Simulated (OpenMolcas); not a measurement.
FeH10O6 (charge +2): single-point calculation (part 1 of 4)

System: FeH10O6, charge +2, multiplicity 3.
Method: HF/ANO-RCC-MB, ROHF, DKH2 (OpenMolcas 26.06).

The geometry comes from this level: GFN2-xTB.

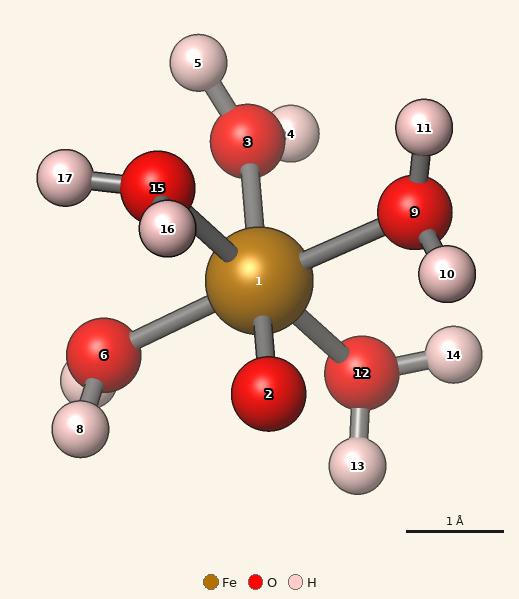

**Figure 1.** The input geometry (ball-and-stick view, seen at a tilt; atoms are numbered from 1 in the order of the input). Sticks mark near contacts.

Summary

- outcome: converged
- total energy: −1725.558671 hartree
- basis functions: 58
- hardware: 1 thread of Arm Neoverse V1, 24 GiB of memory available, shared host
- wall time: 20 s
- peak memory: 0.41 GiB

The input
```
>>> EXPORT MOLCAS_PRINT=2
&GATEWAY
BasisSet
Fe.ANO-RCC-MB....
Fe1 0.015580 -0.000620 0.150160 angstrom
End of Basis
BasisSet
O.ANO-RCC-MB....
O2 0.171450 -0.050690 1.670630 angstrom
O3 -0.176230 0.058050 -1.720710 angstrom
O6 1.914850 -0.177860 -0.006250 angstrom
O9 -1.876340 0.163760 0.394880 angstrom
O12 0.145310 1.900620 0.190780 angstrom
O15 -0.130520 -1.907060 0.123980 angstrom
End of Basis
BasisSet
H.ANO-RCC-MB....
H4 -0.247410 0.848650 -2.271280 angstrom
H5 -0.235420 -0.689360 -2.329240 angstrom
H7 2.507050 0.446550 -0.447290 angstrom
H8 2.286920 -0.336830 0.876850 angstrom
H10 -2.052270 0.231820 1.348030 angstrom
H11 -2.544360 -0.434960 0.032820 angstrom
H13 0.610960 2.206860 0.985690 angstrom
H14 -0.667170 2.428740 0.165580 angstrom
H16 -0.321470 -2.224900 1.022130 angstrom
H17 0.599060 -2.462790 -0.186750 angstrom
End of Basis
&SEWARD
Relativistic=R02E00
&SCF
UHF
Charge=2
Spin=3
PrOrbitals=1 1
&RASSCF
FileOrb=$Project.UnaOrb
Spin=3
Nactel=2 0 0
Inactive=40
Ras2=2
OutOrbitals=Canonical
OrbListing=Nothing
```

Command:
```bash
export MOLCAS_MEM=1860
pymolcas step1.inp > step1.log
```

What the program printed
```
--- Start Module: gateway ---

                                              &GATEWAY

                       available to each process: 1.9 GB of memory, 1 thread

++    Symmetry information:
      ---------------------

                    Character Table for C1

                             E
                    a        1  x, y, xy, Rz, z, xz, Ry, yz, Rx, I
--

++    Basis set information:
      ----------------------

      Basis set label: FE.ANO-RCC...4S3P1D.

      Electronic valence basis set:
      ------------------
      Associated Effective Charge  26.000000 au
      Associated Actual Charge     26.000000 au
      Nuclear Model: Point charge

      Shell  nPrim  nBasis  Cartesian Spherical Contaminant
         s      21       4        X
         p      15       3        X
         d      10       1                 X

      Basis set label: O.ANO-RCC...2S1P.

      Electronic valence basis set:
      ------------------
      Associated Effective Charge   8.000000 au
      Associated Actual Charge      8.000000 au
      Nuclear Model: Point charge

      Shell  nPrim  nBasis  Cartesian Spherical Contaminant
         s      14       2        X
         p       9       1        X

      Basis set label: H.ANO-RCC...1S.

      Electronic valence basis set:
      ------------------
      Associated Effective Charge   1.000000 au
      Associated Actual Charge      1.000000 au
      Nuclear Model: Point charge

      Shell  nPrim  nBasis  Cartesian Spherical Contaminant
         s       8       1        X
--

++    Molecular structure info:
      -------------------------

                    ************************************************
                    **** Cartesian Coordinates / bohr, angstrom ****
                    ************************************************

     Center  Label                x              y              z                     x              y              z
        1      FE1              0.029442      -0.001172       0.283761              0.015580      -0.000620       0.150160
        2      O2               0.323994      -0.095790       3.157033              0.171450      -0.050690       1.670630
        3      O3              -0.333026       0.109699      -3.251671             -0.176230       0.058050      -1.720710
        4      O6               3.618542      -0.336107      -0.011811              1.914850      -0.177860      -0.006250
        5      O9              -3.545769       0.309462       0.746215             -1.876340       0.163760       0.394880
        6      O12              0.274596       3.591651       0.360522              0.145310       1.900620       0.190780
        7      O15             -0.246647      -3.603821       0.234288             -0.130520      -1.907060       0.123980
        8      H4              -0.467537       1.603716      -4.292097             -0.247410       0.848650      -2.271280
        9      H5              -0.444879      -1.302702      -4.401626             -0.235420      -0.689360      -2.329240
       10      H7               4.737638       0.843857      -0.845256              2.507050       0.446550      -0.447290
       11      H8               4.321652      -0.636516       1.657006              2.286920      -0.336830       0.876850
       12      H10             -3.878228       0.438076       2.547408             -2.052270       0.231820       1.348030
       13      H11             -4.808144      -0.821955       0.062021             -2.544360      -0.434960       0.032820
       14      H13              1.154547       4.170361       1.862684              0.610960       2.206860       0.985690
       15      H14             -1.260769       4.589653       0.312901             -0.667170       2.428740       0.165580
       16      H16             -0.607490      -4.204452       1.931546             -0.321470      -2.224900       1.022130
       17      H17              1.132059      -4.653999      -0.352906              0.599060      -2.462790      -0.186750

                    *************************************************
                    **** InterNuclear Distances / bohr, angstrom ****
                    *************************************************

     Atom centers         bohr        angstrom
    9 H5        3 O3      1.824769        0.965626
    8 H4        3 O3      1.825560        0.966045
   10 H7        4 O6      1.827381        0.967008
   13 H11       5 O9      1.828063        0.967370
   17 H17       7 O15     1.829891        0.968337
   15 H14       6 O12     1.831835        0.969366
   14 H13       6 O12     1.834587        0.970822
   11 H8        4 O6      1.835636        0.971377
   12 H10       5 O9      1.836128        0.971637
   16 H16       7 O15     1.836205        0.971678
    2 O2        1 FE1     2.889880        1.529258
   15 H14      14 H13     2.900239        1.534740
   17 H17      16 H16     2.906346        1.537972
    9 H5        8 H4      2.908569        1.539148
   11 H8       10 H7      2.936982        1.554184
   13 H11      12 H10     2.937613        1.554518
    3 O3        1 FE1     3.555693        1.881592
    6 O12       1 FE1     3.601995        1.906094
    7 O15       1 FE1     3.613552        1.912209
    4 O6        1 FE1     3.616792        1.913924
    5 O9        1 FE1     3.618354        1.914751
   12 H10       2 O2      4.279641        2.264688
   11 H8        2 O2      4.303922        2.277537
   16 H16       2 O2      4.387548        2.321791
   14 H13       2 O2      4.534888        2.399759
   12 H10       1 FE1     4.537281        2.401026
   11 H8        1 FE1     4.551103        2.408340
   16 H16       1 FE1     4.559434        2.412749
    5 O9        2 O2      4.577263        2.422183
    4 O6        2 O2      4.577486        2.422301
   14 H13       1 FE1     4.600059        2.434246
    7 O15       2 O2      4.601559        2.435040
    6 O12       2 O2      4.628190        2.449133
   15 H14       1 FE1     4.768770        2.523524
   17 H17       1 FE1     4.823889        2.552692
   15 H14       5 O9      4.871245        2.577752
    8 H4        1 FE1     4.874539        2.579495
    9 H5        1 FE1     4.885879        2.585496
   13 H11       1 FE1     4.911730        2.599175
   10 H7        1 FE1     4.914861        2.600833
   17 H17       4 O6      4.994310        2.642875
    6 O12       5 O9      5.051407        2.673090
    6 O12       3 O3      5.053824        2.674368
    7 O15       4 O6      5.067367        2.681535
    7 O15       3 O3      5.094075        2.695668
    8 H4        6 O12     5.113659        2.706032
    4 O6        3 O3      5.129359        2.714340
    5 O9        3 O3      5.132710        2.716113
    7 O15       5 O9      5.143934        2.722052
    6 O12       4 O6      5.171836        2.736818
    9 H5        7 O15     5.179396        2.740818
   13 H11       7 O15     5.345625        2.828783
   10 H7        6 O12     5.378012        2.845921
   15 H14      12 H10     5.392560        2.853620
   14 H13       4 O6      5.467472        2.893262
   17 H17       9 H5      5.487263        2.903735
   17 H17      11 H8      5.509393        2.915445
   16 H16       5 O9      5.514880        2.918349
   15 H14       8 H4      5.545362        2.934479
   14 H13      10 H7      5.589016        2.957580
   11 H8        7 O15     5.630132        2.979337
   13 H11       3 O3      5.645813        2.987636
   12 H10       6 O12     5.654507        2.992236
   10 H7        3 O3      5.660518        2.995417
--

            Nuclear Potential Energy            715.93968909 au

--- Stop Module: gateway /rc=_RC_ALL_IS_WELL_ ---

--- Start Module: seward ---

                                              &SEWARD

                       available to each process: 1.9 GB of memory, 1 thread

               SEWARD will generate:
                  Multipole Moment integrals up to order  2
                  Kinetic Energy integrals
                  Nuclear Attraction integrals (point charge)
                  One-Electron Hamiltonian integrals
                  Velocity integrals
                  Relativistic Douglas-Kroll-Hess integrals:
                    - Parametrization         : EXP
                    - DKH order of Hamiltonian: 2
                    - DKH order of Properties : 0
                         - multipole moment operators
                         - electric potential operators
                         - contact operators
                  Orbital angular momentum around (  0.0185  -0.0027   0.2104 )
                  Velocity quadrupole around (  0.0185  -0.0027   0.2104 )
                  Atomic mean-field integrals
                  Two-Electron Repulsion integrals

                   Integrals are discarded if absolute value <: 1.00E-14
                   Integral cutoff threshold is set to       <: 1.00E-16

            Nuclear Potential Energy            715.93968909 au

      Basis set specifications :
      Symmetry species         a
      Basis functions           58

--- Stop Module: seward /rc=_RC_ALL_IS_WELL_ ---
--- Module seward spent 14 seconds ---

--- Start Module: scf ---

                                                &SCF

                       available to each process: 1.9 GB of memory, 1 thread

++    Input section:
      --------------

      Header of the integral files:

      Cartesian coordinates in angstrom:
      -----------------------------------------------------
      No.  Label        X            Y            Z
      -----------------------------------------------------
       1   FE1        0.01558000  -0.00062000   0.15016000
       2   O2         0.17145000  -0.05069000   1.67063000
       3   O3        -0.17623000   0.05805000  -1.72071000
       4   O6         1.91485000  -0.17786000  -0.00625000
       5   O9        -1.87634000   0.16376000   0.39488000
       6   O12        0.14531000   1.90062000   0.19078000
       7   O15       -0.13052000  -1.90706000   0.12398000
       8   H4        -0.24741000   0.84865000  -2.27128000
       9   H5        -0.23542000  -0.68936000  -2.32924000
      10   H7         2.50705000   0.44655000  -0.44729000
      11   H8         2.28692000  -0.33683000   0.87685000
      12   H10       -2.05227000   0.23182000   1.34803000
      13   H11       -2.54436000  -0.43496000   0.03282000
      14   H13        0.61096000   2.20686000   0.98569000
      15   H14       -0.66717000   2.42874000   0.16558000
      16   H16       -0.32147000  -2.22490000   1.02213000
      17   H17        0.59906000  -2.46279000  -0.18675000
      -----------------------------------------------------
      Nuclear repulsion energy =  715.93968909
--

++    Orbital specifications:
      -----------------------

      Symmetry species               1
                                     a
      Frozen orbitals                0
      Start temperature = 0.500
      End temperature   = 0.010
      Temperature Factor= 0.460
      Deleted orbitals               0
      Total number of orbitals      58
      Number of basis functions     58
--

      Molecular charge                           2.000

++    Optimization specifications:
      ----------------------------

      SCF Algorithm: Conventional USCF
      D(i)-D(i-1) density differences are used
      Number of density matrices in core                 5
      Maximum number of NDDO SCF iterations            400
      Maximum number of HF SCF iterations              400
      Threshold for SCF energy change             1.00E-09
      Threshold for density matrix                1.00E-04
      Threshold for Fock matrix                   1.50E-04
      Threshold for linear dependence             1.00E-09
      Threshold at which DIIS is turned on        1.50E-01
      Maximum depth in the DIIS procedure                5
      Maximum depth in the BFGS Hessian update          30
      Threshold at which QNR/C2DIIS is turned on  7.50E-02
      Threshold for Norm(delta) (QNR/C2DIIS)      1.00E-03
      All orbitals punched on: UHFORB
--

      Input vectors read from INPORB
      Orbital file label: *Guess orbitals

++ Convergence information
                               UHF SCF        iterations: Energy and convergence statistics

Iter     Tot. SCF        One-elec.       Two-elec.     Energy      Max Dij or  Max Fij      DNorm      TNorm      AccCon     Time
         Energy          Energy          Energy        Change      Delta Norm                                                in Sec.

 The total and one-electron energies are shifted by a value of      1000. a.u.

   1  -712.296889548 -2749.367649569  1321.131070926   0.00E+00    2.05E-01*   3.70E-01*    1.54E+01   2.63E+02   None         0.
   2  -720.498462302 -2792.436191511  1355.998040115  -8.20E+00*   1.82E-01*   2.02E-01*    9.15E+00   2.66E+02   EDIIS        0.
   3  -723.607367846 -2763.477340620  1323.930283680  -3.11E+00*   7.10E-01*   2.87E-01*    3.95E+00   2.63E+02   EDIIS        0.
   4  -723.240206321 -2806.452296310  1367.272400896   3.67E-01*   1.41E-01*   2.72E-01*    3.54E+00   2.68E+02   EDIIS        0.
   5  -725.295216145 -2769.105252117  1327.870346878  -2.06E+00*   6.48E-01*   2.60E-01*    2.30E+00   2.63E+02   EDIIS        0.
   6  -725.119467588 -2791.780046584  1350.720889902   1.76E-01*   1.16E-01*   1.12E-01*    1.86E+00   2.66E+02   EDIIS        0.
   7  -725.486645749 -2776.234173728  1334.807838885  -3.67E-01*   1.22E-01*   3.13E-02*    5.45E-01   2.64E+02   EDIIS        0.
   8  -725.499414898 -2776.663680030  1335.224576038  -1.28E-02*   1.22E-01*   3.19E-02*    2.92E-01   2.64E+02   EDIIS        0.
   9  -725.511513928 -2776.703796150  1335.252593128  -1.21E-02*   1.42E-01*   3.84E-02*    2.62E-01   2.64E+02   EDIIS        0.
  10  -725.524332363 -2777.308752243  1335.844730786  -1.28E-02*   1.23E-01*   3.43E-02*    2.63E-01   2.64E+02   EDIIS        0.
  11  -725.536485807 -2777.275889617  1335.799714717  -1.22E-02*   1.28E-01*   3.80E-02*    2.67E-01   2.64E+02   EDIIS        0.
  12  -725.546211843 -2777.905691684  1336.419790747  -9.73E-03*   8.66E-02*   2.60E-02*    2.42E-01   2.64E+02   EDIIS        0.

       Fermi aufbau procedure completed!
      nOcc(alpha)=   42
      nOcc(beta) =   40
```
